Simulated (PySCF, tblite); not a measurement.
# C4H6Cl2O: magnetic properties

Wanted: magnetic properties for C4H6Cl2O (`CC(=O)CC(Cl)Cl`).

Computed with tblite 0.8.0 and PySCF 2.14.0 and routines of our own; the level stands in each step. Atoms count from 0.

### Step 1. The system as given

13 atoms, charge 0, multiplicity 1; geometry from: force field or distance geometry start.

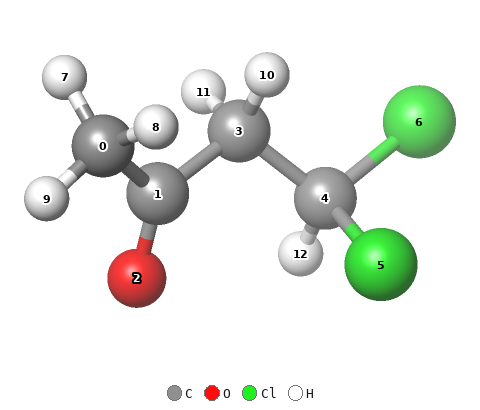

The starting geometry (carbon grey, oxygen red, chlorine green, hydrogen white).

### Step 2. Relaxing the molecule with GFN2-xTB, one coordinate held

The job: settings as JSON, then the geometry in Å.

```
{"job": {"kind": "relax", "xc": "GFN2-xTB", "basis": "xTB"}, "charge": 0, "multiplicity": 1}
C     -1.905100     0.505700    -0.079300
C     -0.751900    -0.200500    -0.717200
O     -0.900100    -1.206400    -1.405300
C      0.618300     0.407700    -0.503700
C      1.678700    -0.686200    -0.409500
Cl     1.349000    -1.790500     0.948100
Cl     3.283300     0.070700    -0.169300
H     -1.980400     1.524500    -0.481700
H     -1.774200     0.543000     1.006600
H     -2.842800    -0.032900    -0.294100
H      0.608500     1.005500     0.416000
H      0.795900     1.070400    -1.339700
H      1.735700    -1.284900    -1.318000
```

The run is started by

```console
$ OMP_NUM_THREADS=1 python excited_run.py task.json out
```

The driver reads the jobs from task.json and runs them one after another.

The log of the run:

```text
step      E/eV     max force
  0    -674.20278    2.198
  1    -674.21893    2.142
  2    -674.24803    0.320
  3    -674.25131    0.256
  4    -674.25570    0.140
  5    -674.25690    0.126
  6    -674.25778    0.127
  7    -674.25816    0.130
  8    -674.25863    0.122
  9    -674.25898    0.118
 10    -674.25925    0.121
 11    -674.25946    0.116
 12    -674.25968    0.106
 13    -674.25990    0.096
 14    -674.26011    0.100
 15    -674.26029    0.094
 16    -674.26043    0.084
 17    -674.26055    0.075
 18    -674.26066    0.077
 19    -674.26075    0.076
 20    -674.26082    0.073
 21    -674.26087    0.070
 22    -674.26094    0.083
 23    -674.26106    0.100
 24    -674.26128    0.111
 25    -674.26158    0.105
 26    -674.26189    0.088
 27    -674.26217    0.084
 28    -674.26243    0.079
 29    -674.26274    0.080
 30    -674.26310    0.085
 31    -674.26342    0.085
 32    -674.26368    0.094
 33    -674.26390    0.110
 34    -674.26408    0.104
 35    -674.26420    0.108
 36    -674.26428    0.110
 37    -674.26435    0.103
 38    -674.26442    0.085
 39    -674.26451    0.075
 40    -674.26462    0.074
 41    -674.26472    0.076
 42    -674.26488    0.078
 43    -674.26505    0.076
 44    -674.26518    0.071
 45    -674.26524    0.077
 46    -674.26528    0.084
 47    -674.26531    0.087
 48    -674.26534    0.086
 49    -674.26537    0.082
 50    -674.26539    0.081
 51    -674.26541    0.077
```

Run time: 0.35 s. Hardware: 1 thread of Arm Neoverse V2, shared host; peak memory 0.18 GiB.

One coordinate is held by a constraint (a dihedral, as typed in the start), so the force along it need not vanish.

Relaxation path: (not every step is listed)

```
step  energy from step 0 (eV)  largest force (eV/Å)
   0                   0.0000                2.1984
   1                  -0.0162                2.1416
   2                  -0.0453                0.3203
   3                  -0.0485                0.2563
   4                  -0.0529                0.1402
   5                  -0.0541                0.1256
   6                  -0.0550                0.1274
   7                  -0.0554                0.1297
   8                  -0.0559                0.1224
  11                  -0.0567                0.1159
  14                  -0.0573                0.0995
  17                  -0.0578                0.0751
  20                  -0.0580                0.0733
  23                  -0.0583                0.1000
  26                  -0.0591                0.0879
  29                  -0.0600                0.0801
  32                  -0.0609                0.0943
  35                  -0.0614                0.1077
  38                  -0.0616                0.0847
  41                  -0.0619                0.0757
  44                  -0.0624                0.0708
  46                  -0.0625                0.0845
  47                  -0.0625                0.0870
  48                  -0.0626                0.0865
  49                  -0.0626                0.0821
  50                  -0.0626                0.0805
  51                  -0.0626                0.0769
```

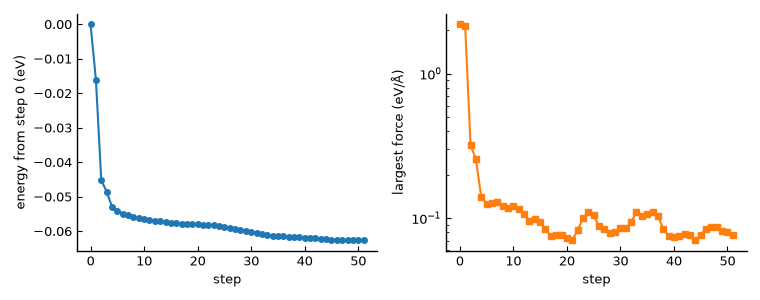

Energy and largest force along the relaxation.

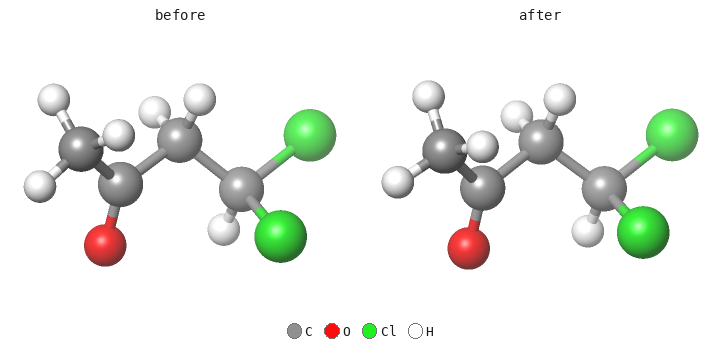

The geometry before (left) and after (right).

Close pairs (by a distance rule), those that changed most:

```
  bond  before (Å)  after (Å)  change (Å)
 C1–O2       1.228      1.201      -0.027
 C0–H9       1.103      1.087      -0.016
 C1–C3       1.514      1.530      +0.015
C4–Cl6       1.790      1.778      -0.012
C3–H11       1.081      1.093      +0.012
 C0–H7       1.098      1.087      -0.011
 C3–C4       1.526      1.517      -0.010
C3–H10       1.097      1.090      -0.007
```

The final coordinates are the input of the step that follows.

### Step 3. Magnetic properties: GIAO BHandHLYP/pcSseg-1

The job: settings as JSON, then the geometry in Å.

```
{"job": {"kind": "mag", "xc": "BHandHLYP", "basis": "pcSseg-1", "isotopologues": 0}, "charge": 0, "multiplicity": 1}
C     -1.900241     0.488847    -0.070797
C     -0.772191    -0.242381    -0.738169
O     -0.913098    -1.242038    -1.388375
C      0.598886     0.404957    -0.535312
C      1.677594    -0.653708    -0.407922
Cl     1.327953    -1.698599     0.993864
Cl     3.269660     0.102347    -0.172279
H     -1.842627     1.553307    -0.284466
H     -1.812105     0.353147     1.006135
H     -2.856168     0.092132    -0.401459
H      0.595808     1.043833     0.347948
H      0.811961     1.023385    -1.411387
H      1.729541    -1.299140    -1.286143
```

Level: GIAO BHandHLYP/pcSseg-1 magnetisability, rotational g tensor and spin-rotation constants, non-relativistic, gas phase.

The log of the run:

```text
coarse grid: 12400 points
cycle   1  E = -1151.2401310054  dE =  1.099e+00  |g| = 8.720e-01  |ddm| = 3.188e+00
cycle   2  E = -1151.0639920285  dE =  1.761e-01  |g| = 1.347e+00  |ddm| = 1.916e+00
cycle   3  E = -1151.4103051392  dE = -3.463e-01  |g| = 9.593e-02  |ddm| = 1.272e+00
cycle   4  E = -1151.4117085221  dE = -1.403e-03  |g| = 6.490e-02  |ddm| = 1.212e-01
cycle   5  E = -1151.4126072328  dE = -8.987e-04  |g| = 1.246e-02  |ddm| = 6.404e-02
cycle   6  E = -1151.4126477659  dE = -4.053e-05  |g| = 4.022e-03  |ddm| = 1.539e-02
cycle   7  E = -1151.4126521206  dE = -4.355e-06  |g| = 1.020e-03  |ddm| = 6.124e-03
final grid: 111768 points
cycle   8  E = -1151.4489959968  dE = -1.475e-05  |g| = 3.518e-03  |ddm| = 1.224e-02
cycle   9  E = -1151.4489951994  dE =  7.974e-07  |g| = 4.198e-03  |ddm| = 5.790e-03
cycle  10  E = -1151.4489988721  dE = -3.673e-06  |g| = 6.124e-04  |ddm| = 3.475e-03
cycle  11  E = -1151.4489989401  dE = -6.808e-08  |g| = 1.601e-04  |ddm| = 5.308e-04
cycle  12  E = -1151.4489989446  dE = -4.460e-09  |g| = 6.367e-05  |ddm| = 2.115e-04
cycle  13  E = -1151.4489989456  dE = -1.029e-09  |g| = 1.462e-05  |ddm| = 6.658e-05
cycle  14  E = -1151.4489989457  dE = -6.776e-11  |g| = 3.570e-06  |ddm| = 2.537e-05
converged SCF energy = -1151.4489989457

Magnetisability tensor (1e-30 J/T^2)
    -1354.64       -9.21        7.62
       -9.21    -1195.90      176.23
        7.62      176.23    -1315.06
isotropic -1288.53   principal values   -1443.02  -1353.16  -1069.42
isotropic susceptibility -77.597 1e-6 cm^3/mol

Inertial axes            a          b          c
rot. const./GHz      2.8491     1.0582     0.9044
chi total           -81.416    -83.909    -67.467
chi diamagnetic    -503.643  -1187.020  -1348.169
chi paramagnetic    422.227   1103.110   1280.702
quadrupole/D A       -2.308      2.228      0.079
g nuclear            0.5416     0.5396     0.5301
g electronic        -0.5651    -0.5484    -0.5441
g total             -0.0236    -0.0088    -0.0140

Spin-rotation constants (kHz, H = +C I.J)
atom  isotope        aa         bb         cc
  5   35Cl        0.907      0.133      0.339
  6   35Cl        0.403      0.263      0.365
  7     1H       -0.335      0.013     -0.081
  8     1H       -0.308     -0.069     -0.020
  9     1H        0.056     -0.118     -0.091
 10     1H       -0.315     -0.129      0.046
 11     1H       -0.300      0.028     -0.101
 12     1H       -0.264     -0.109      0.059
  0    13C*       0.386      0.198      0.156
  1    13C*       1.605      0.295      0.412
  2    17O*      -1.897     -0.253     -0.806
  3    13C*       0.473      0.227      0.206
  4    13C*       0.636      0.229      0.240
* in the singly substituted isotopologue
```

It took 27 s on 1 thread of Arm Neoverse V2, shared host; peak memory 0.74 GiB.

From this job:

```
              quantity                      value
       magnetisability           -1289·10⁻³⁰ J/T²
  molar susceptibility         -77.6·10⁻⁶ cm³/mol
rotational g (a, b, c)  -0.0236, -0.0088, -0.0140
```

Orbitals, density, ELF and potential are computed afterwards from the orbital file.

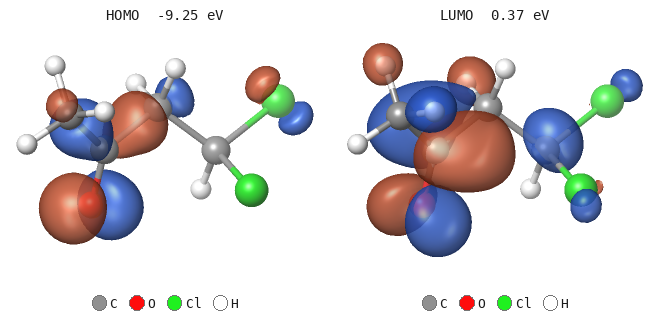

BHandHLYP/pcSseg-1 orbitals near the gap, drawn at the value that encloses 70 % of each; the two colours are the two signs.

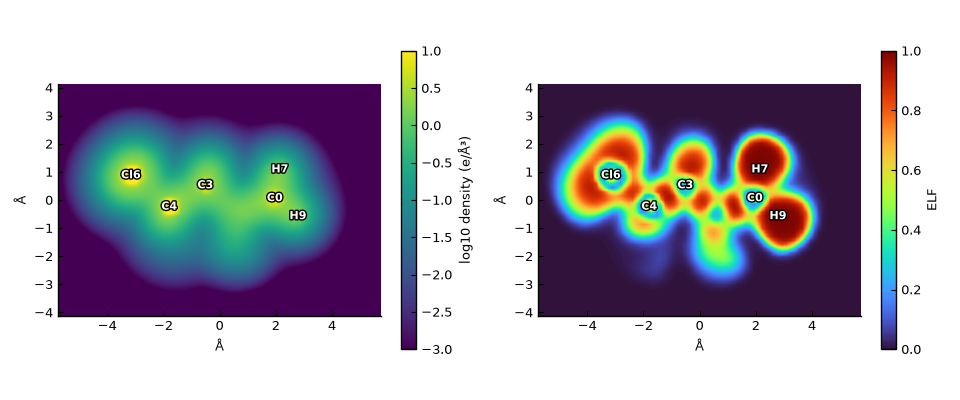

Density (left) and ELF (right) in a plane through or near 6 of the atoms.

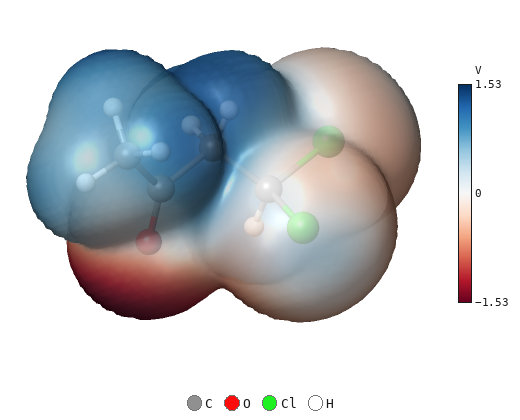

The potential that a unit positive charge feels on the 0.002 e/bohr³ surface, from the 1st to the 99th percentile, from -1.53 V near O2 to 1.41 V near H7.

### Step 4. Summary of results

```
                                                quantity                      value
       magnetisability (step 3, GIAO BHandHLYP/pcSseg-1)           -1289·10⁻³⁰ J/T²
  molar susceptibility (step 3, GIAO BHandHLYP/pcSseg-1)         -77.6·10⁻⁶ cm³/mol
rotational g (a, b, c) (step 3, GIAO BHandHLYP/pcSseg-1)  -0.0236, -0.0088, -0.0140
                   surface potential, 1st and 99th percentile         -1.53 V and 1.41 V
```

The values above hold for this geometry and these levels alone. Vibrational averaging and real surroundings are missing from these values.
